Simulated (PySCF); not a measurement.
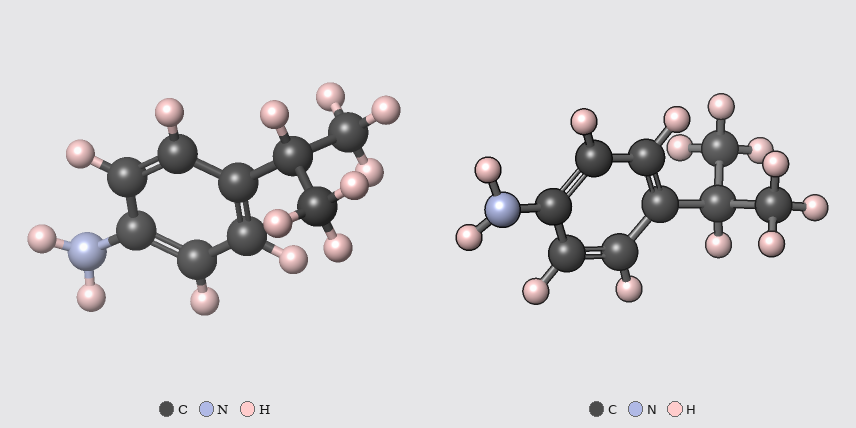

The same structure drawn twice, from different directions.

The geometry was computed by an optimisation with GFN2-xTB. No frequency run is at hand to confirm it as a minimum.

Give the formula.

C9H13N, 23 atoms: 9 carbon, 13 hydrogen and 1 nitrogen.

Describe its rings.

Independent rings (smallest set): 1 of 6 members, 1 of them aromatic.

More results for the same structure follow; atom numbers are the same in all pictures, views and colours differ.

### Shape

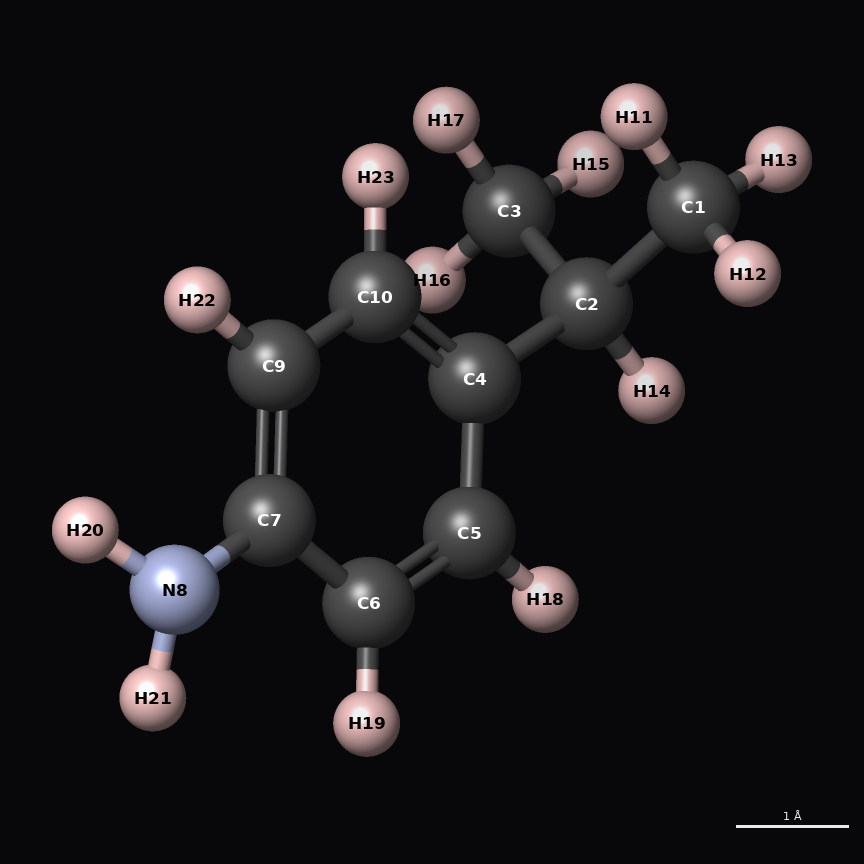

No frequency run is at hand to confirm it as a minimum.

Which atoms are bonded, and how long are the bonds? Leave out bonds to hydrogen.

| bond | length (Å) | order |
| --- | --- | --- |
| C1–C2 | 1.530 | single |
| C2–C3 | 1.530 | single |
| C2–C4 | 1.509 | single |
| C4–C5 | 1.389 | aromatic |
| C4–C10 | 1.390 | aromatic |
| C5–C6 | 1.381 | aromatic |
| C6–C7 | 1.393 | aromatic |
| C7–N8 | 1.383 | single |
| C7–C9 | 1.394 | aromatic |
| C9–C10 | 1.380 | aromatic |

### Dipole moment

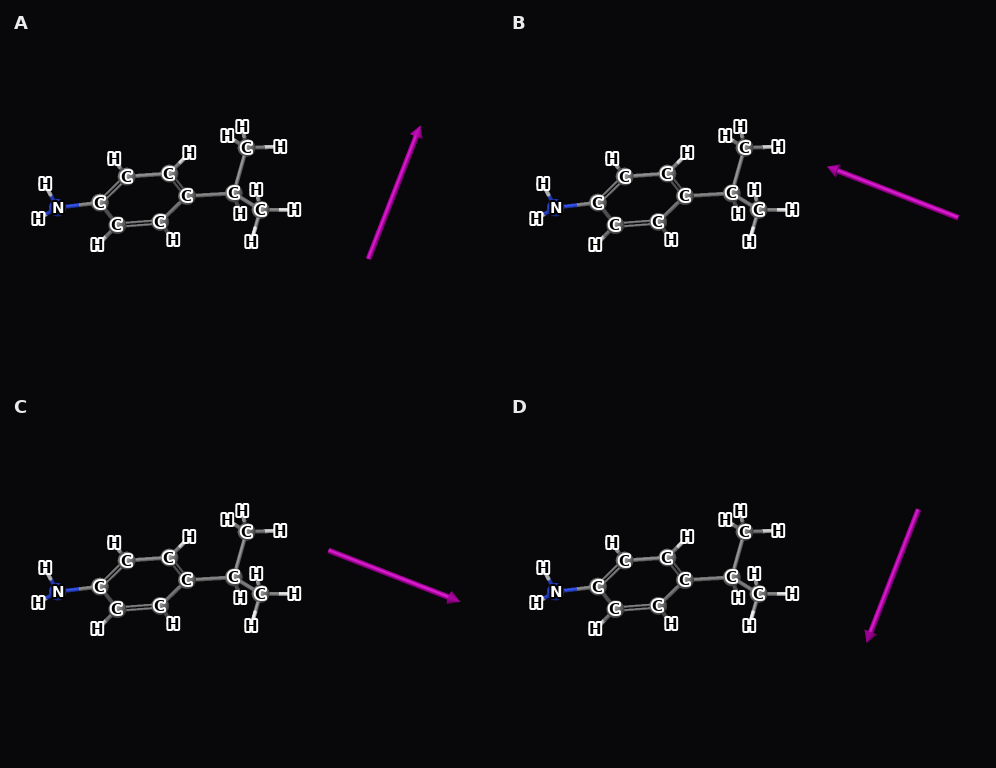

The same molecule four times, each with an arrow. No frequency run is at hand to confirm it as a minimum. Properties computed with PBE0/pcSseg-1, gas phase (PySCF 2.14.0).

Which arrow points along the dipole moment, from the negative to the positive end?

B. The dipole moment is 1.55 D.

### Quadrupole coupling

No frequency run is at hand to confirm it as a minimum. Electric field gradients from the ground-state density, PBE0/pcSseg-1 (PySCF 2.14.0), non-relativistic apart from any core potentials.

Give the largest field-gradient component, the quadrupole coupling constant and the asymmetry for 14N at N8 (Q = 20.44 mb), 2H at H11 (Q = 2.86 mb), 2H at H12 (Q = 2.86 mb), 2H at H13 (Q = 2.86 mb), 2H at H14 (Q = 2.86 mb).

| atom | V_zz (a.u.) | e²qQ/h (MHz) | η |
| --- | --- | --- | --- |
| N8 | −1.139 | −5.47 | 0.08 |
| H11 | 0.317 | 0.213 | 0.03 |
| H12 | 0.314 | 0.211 | 0.02 |
| H13 | 0.316 | 0.212 | 0.02 |
| H14 | 0.293 | 0.197 | 0.02 |

### NMR shielding

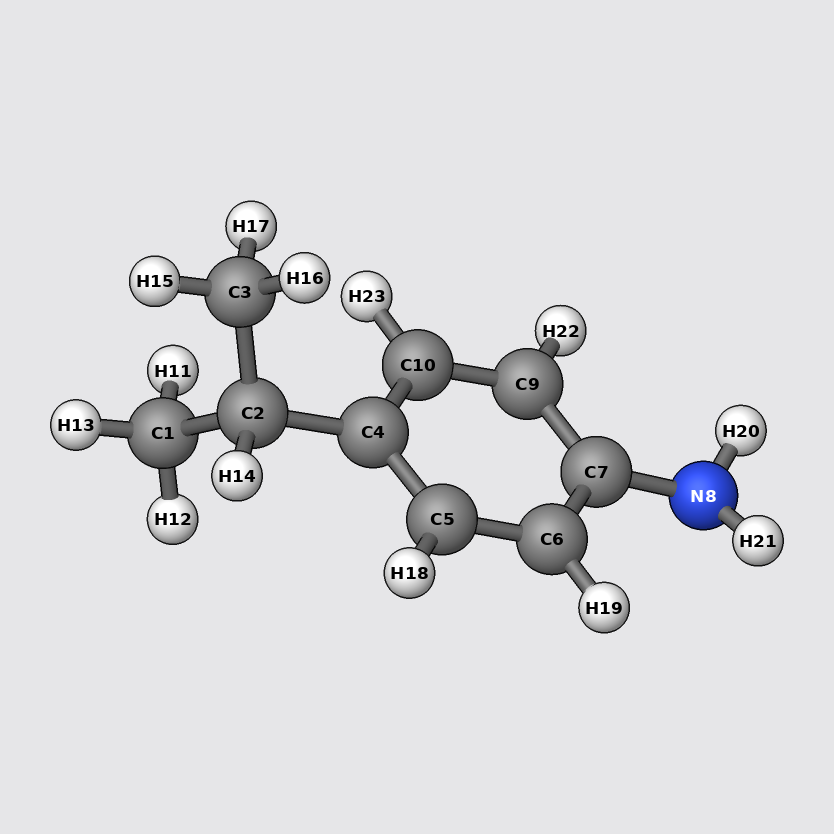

No frequency run is at hand to confirm it as a minimum. Method: GIAO PBE0/pcSseg-1 NMR shielding, non-relativistic, gas phase (PySCF 2.14.0). Principal shieldings σ11 ≤ σ22 ≤ σ33, span Ω = σ33 − σ11, skew κ = 3(σiso − σ22)/Ω.

Give the shielding tensors of the N atoms.

```tsv
atom	σ11	σ22	σ33	σiso	Ω	κ
N8	160.0	160.5	257.6	192.7	97.5	0.99
```

Shieldings and span in ppm.
